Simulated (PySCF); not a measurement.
Molecule: Zn(Me)2, SMILES [CH3][Zn][CH3], singlet. Atoms near the plane z = 0.0 Å, at the PBE0/def2-SVP optimised geometry (x, y, z in Å): Zn1 (0.0, 0.0, 0.0), C2 (-1.9, 0.0, 0.0), H3 (-2.4, -1.0, 0.1), H4 (-2.4, 0.5, -0.9), H5 (-2.3, 0.6, 0.9), C6 (1.9, 0.0, 0.0), H7 (2.4, -0.5, 0.9), H8 (2.4, 1.0, -0.1), H9 (2.4, -0.6, -0.9).

Method: PBE0/def2-TZVP (PySCF). Cells within 0.4 Å of a nucleus heavier than hydrogen are left out (blank, or x). The values are rescaled to run from 0 to 1.

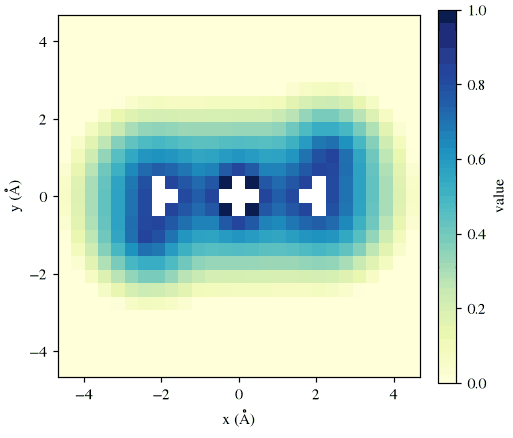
Figure. a field on the plane z = 0.0 Å.

**Question.** Which quantity is mapped?
A) an orbital amplitude
B) electron localisation function
C) electrostatic potential
D) log10 of the electron density

**Answer.** D, log10 of the electron density. In full: log10 of the electron density (e/bohr³), floored at −4.
